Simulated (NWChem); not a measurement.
# triplet C3H5Cl at 6 levels

Wanted: a comparison of 6 runs (UHF/STO-3G, UHF/3-21G, UB3LYP/6-31G*, UB3LYP/def2-SVP, UM06-2X/def2-SVP) of triplet C3H5Cl. 

Program for the calculation: NWChem 7.3.0.

3 further runs of the same task are left out: 3 that didn't finish.

## Step 1: Starting point

The species is C3H5Cl (9 atoms), meant as a triplet with charge 0. As SMILES of the parent species, `C=CCCl`. Geometry: relaxed at PBE0-D4/def2-TZVP. That shape belongs to the parent species and isn't relaxed for this state.

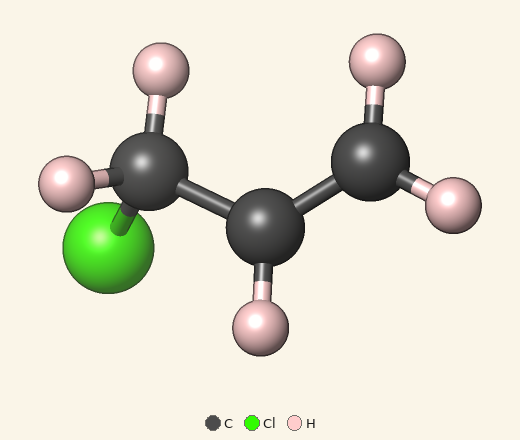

The structure, seen from a chosen angle (carbon dark grey, chlorine green, hydrogen pink).

## Step 2: A single-point energy at UHF/STO-3G (run 1)

c3h5cl.nw reads:

```
START c3h5cl
TITLE "C3H5Cl"
memory total 2200 mb
GEOMETRY units bohr noautosym nocenter noautoz
C   -0.55813061   2.48534890  -0.84603039
C    0.69959551   0.32367229  -0.73366727
C    0.15153714  -1.68470974   1.14226385
Cl  -0.74226552  -4.57289156  -0.39544409
H   -0.08360148   3.92881620  -2.21816053
H   -2.10861310   2.88867315   0.43492047
H    2.23067051  -0.05894056  -2.04715921
H   -1.39903984  -1.16027294   2.38959648
H    1.80986630  -2.14969575   2.27371847
END
BASIS spherical bse
C library STO-3G
Cl library STO-3G
H library STO-3G
END
SCF
triplet
uhf
thresh 1e-08
maxiter 80
END
TASK scf energy
```

Started as:

```
nwchem c3h5cl.nw > c3h5cl.out
```

What it wrote:

```text
[...]
  functions       =    29
[...]
  wavefunction    = UHF
[...]
         Total SCF energy =   -569.526724788797
      One electron energy =  -1070.938663389627
      Two electron energy =    357.377133679896
 Nuclear repulsion energy =    144.034804920935
                       Sz =      1.0000
                 Sz(Sz+1) =      2.0000
                      S^2 =      2.0239
[...]
```

It took 2.1 s on 1 thread of Intel Xeon 6975P-C (Granite Rapids), shared host; peak memory 0.097 GiB.

## Step 3: A single-point energy at UHF/3-21G (run 2)

run.py reads:

```python
from ase import Atoms
from ase.calculators.nwchem import NWChem

system = Atoms(['C', 'C', 'C', 'Cl', 'H', 'H', 'H', 'H', 'H'], positions=[
    [-0.295350, 1.315190, -0.447700],
    [0.370210, 0.171280, -0.388240],
    [0.080190, -0.891510, 0.604460],
    [-0.392790, -2.419870, -0.209260],
    [-0.044240, 2.079040, -1.173800],
    [-1.115830, 1.528620, 0.230150],
    [1.180420, -0.031190, -1.083310],
    [-0.740340, -0.613990, 1.264520],
    [0.957740, -1.137570, 1.203200],
])

calc = NWChem(
    label='struct',
    theory='scf',
    memory='2200 mb',
    basis='3-21G',
    basispar='spherical bse',
    scf={'nopen': '2', 'uhf': None, 'thresh': '1e-08', 'maxiter': '80'},
    task='energy',
)
system.calc = calc

print(f"energy = {system.get_potential_energy():.6f} eV")
```

Started as:

```
export ASE_NWCHEM_COMMAND="nwchem PREFIX.nwi > PREFIX.nwo"
python run.py
```

What it wrote:

```text
energy = -15592.307055 eV
```

The calculator wrote struct.nwi:

```
title "struct"

permanent_dir struct

scratch_dir struct

start struct

geometry units angstrom nocenter noautosym noautoz
  C  -2.9535000000000000e-01 1.3151900000000001e+00 -4.4769999999999999e-01
  C  3.7020999999999998e-01 1.7127999999999999e-01 -3.8823999999999997e-01
  C  8.0189999999999997e-02 -8.9151000000000002e-01 6.0446000000000000e-01
  Cl -3.9278999999999997e-01 -2.4198700000000000e+00 -2.0926000000000000e-01
  H  -4.4240000000000002e-02 2.0790400000000000e+00 -1.1738000000000000e+00
  H  -1.1158300000000001e+00 1.5286200000000001e+00 2.3014999999999999e-01
  H  1.1804200000000000e+00 -3.1189999999999999e-02 -1.0833100000000000e+00
  H  -7.4034000000000000e-01 -6.1399000000000004e-01 1.2645200000000001e+00
  H  9.5774000000000004e-01 -1.1375700000000000e+00 1.2032000000000000e+00
end

memory 2200 mb

basis spherical bse noprint
   * library 3-21G
end

scf
  nopen 2
  uhf
  thresh 1e-08
  maxiter 80
end

task scf energy
```

struct.nwo:

```text
Northwest Computational Chemistry Package (NWChem) 7.3.0
             --------------------------------------------------------

           Job information
           ---------------

    nwchem branch   = 7.3.0
    use scalapack   = T
    input           = struct.nwi
    prefix          = struct.
    data base       = struct/struct.db
    status          = startup
    nproc           =        1

           Memory information
           ------------------

    heap     =     72089598 doubles =      550.0 Mbytes
    stack    =     72089595 doubles =      550.0 Mbytes
    global   =    144179200 doubles =     1100.0 Mbytes (distinct from heap & stack)
    total    =    288358393 doubles =     2200.0 Mbytes
    verify   = yes
    hardfail = no

[... 37 lines left out ...]
            Nuclear Dipole moment (a.u.)
[... 86 lines left out ...]
 1-e energy   =   -1071.791901
[... 7 lines left out ...]
         Quadratically convergent UHF
[... 15 lines left out ...]
       Final UHF  results
[... 3 lines left out ...]
      One electron energy =  -1073.880573103460
[... 1 line left out ...]
 Nuclear repulsion energy =    144.034815294170
[... 43 lines left out ...]
          Final beta eigenvalues
[... 221 lines left out ...]
                     UHF Final Beta Molecular Orbital Analysis
[... 226 lines left out ...]
   Mulliken analysis of the spin density
   -------------------------------------

    Atom       Charge   Shell Charges
 -----------   ------   -------------------------------------------------------
    1 C    6     1.23   0.00  0.01  0.49  0.16  0.57
    2 C    6     1.18   0.00  0.01  0.48  0.16  0.52
    3 C    6    -0.23  -0.00 -0.01 -0.07 -0.04 -0.10
[... 5 lines of this table left out ...]
    9 H    1     0.05   0.02  0.02

       Multipole analysis of the density wrt the origin
       ------------------------------------------------

     L   x y z        total         alpha         beta         nuclear
     -   - - -        -----         -----         ----         -------
     0   0 0 0      0.000000    -21.000000    -19.000000     40.000000

     1   1 0 0      0.290776      5.309966      5.392028    -10.411219
[... 8 lines of this table left out ...]
     2   0 0 2    -23.325007    -32.468899    -29.047525     38.191417

 Task  times  cpu:        2.3s     wall:        2.3s
 Total times  cpu:        2.3s     wall:        2.3s
```

Wall time 3.3 s (1 thread of Intel Xeon 6975P-C (Granite Rapids), shared host); peak memory 0.097 GiB.

Runs 3 to 5 aren't shown in full; the table further down has their settings and results.

## Step 4: A single-point energy at UM06-2X/def2-SVP (run 6)

geom.nw reads:

```
start geom
title "C3H5Cl M06-2X"
memory total 2200 mb
charge 0

geometry noautosym nocenter noautoz
   C       -0.295350       1.315190      -0.447700
   C        0.370210       0.171280      -0.388240
   C        0.080190      -0.891510       0.604460
   Cl      -0.392790      -2.419870      -0.209260
   H       -0.044240       2.079040      -1.173800
   H       -1.115830       1.528620       0.230150
   H        1.180420      -0.031190      -1.083310
   H       -0.740340      -0.613990       1.264520
   H        0.957740      -1.137570       1.203200
end

basis spherical bse
   * library def2-SVP
end

dft
   xc m06-2x
   mult 3
   grid xfine
   convergence energy 1e-08
   maxiter 100
   mulliken
   print medium
end

task dft energy
```

Started as:

```
nwchem geom.nw > geom.out
```

What it wrote:

```text
[...]
          Wavefunction type:  spin polarized.
          No. of atoms     :     9
          No. of electrons :    40
[...]
          Charge           :     0
          Spin multiplicity:     3
[...]
          AO basis - number of functions:    85
[...]
              XC Information
              --------------
                       M06-2X Method XC Functional
                     Hartree-Fock (Exact) Exchange  0.540
                        M06-2X Exchange Functional  1.000
                      M06-2X Correlation Potential  1.000
[...]
 d= 0,ls=0.0,diis     1   -576.9670274439 -7.21D+02  5.07D-03  5.99D-02     5.7
[...]
 d= 0,ls=0.0,diis    12   -577.0232179167 -2.27D-09  2.36D-07  1.24D-10    72.6
[...]
         Total DFT energy =     -577.023217916718
      One electron energy =    -1077.518406734117
           Coulomb energy =      402.812403670820
    Exchange-Corr. energy =      -46.352030147591
 Nuclear repulsion energy =      144.034815294170
[...]
      Total Density - Mulliken Population Analysis
     ---------------------------------------------
    Atom       Charge   Shell Charges
 -----------   ------   -------------------------------------------------------
    1 C    6     6.09   1.99  0.87  0.29  2.08  0.83  0.03
    2 C    6     6.08   1.99  0.89  0.26  2.09  0.81  0.04
    3 C    6     6.00   1.99  0.91  0.17  2.05  0.84  0.04
    4 Cl  17    17.19   2.00  1.99  1.23  0.75  5.94  2.13  3.13  0.03
    5 H    1     0.93   0.74  0.17  0.02
    6 H    1     0.94   0.74  0.18  0.02
    7 H    1     0.95   0.74  0.18  0.02
    8 H    1     0.92   0.75  0.16  0.02
    9 H    1     0.91   0.74  0.14  0.02
[...]
      <S2> =      2.0091 (Exact =     2.0000)
[...]
```

Wall time 73 s (1 thread of Intel Xeon 6975P-C (Granite Rapids), shared host); peak memory 0.14 GiB.

## Step 5: Overview of the runs

```
run                                level  iteration cap  module  energy (Eh)  dipole moment (D)  HOMO energy (eV)   ⟨S²⟩  wall time
  1                           UHF/STO-3G             80     scf  -569.526725               2.50             -5.68  2.024      2.1 s
  2                            UHF/3-21G             80     scf  -573.006720               2.70             -6.87  2.023      3.3 s
  3  UB3LYP/6-31G* (spherical functions)            100     dft  -577.332155               2.34                 –  2.007       43 s
  4  UB3LYP/6-31G* (Cartesian functions)            100     dft  -577.337854               2.35             -3.12  2.007       47 s
  5                      UB3LYP/def2-SVP            100     dft  -577.121687               1.84                 –  2.006       53 s
  6                     UM06-2X/def2-SVP            100     dft  -577.023218               2.04             -4.50  2.009       73 s
```

## Step 6: Results

```
                                 quantity          value
                      run 6: total energy  -577.02322 Eh
                     run 6: dipole moment         2.04 D
run 6: HOMO energy (highest over α and β)       -4.50 eV
 run 6: LUMO energy (lowest over α and β)       -3.27 eV
                              run 6: ⟨S²⟩          2.009
```

What this shows: The dipole moment (its size) runs from 1.84 D (UB3LYP/def2-SVP) to 2.70 D (UHF/3-21G). The two ends differ in method and basis. Totals of different functionals can't be ranked against each other. In run 1 the basis is minimal, so the values are rough. All runs together took 3.7 min, the longest 73 s.
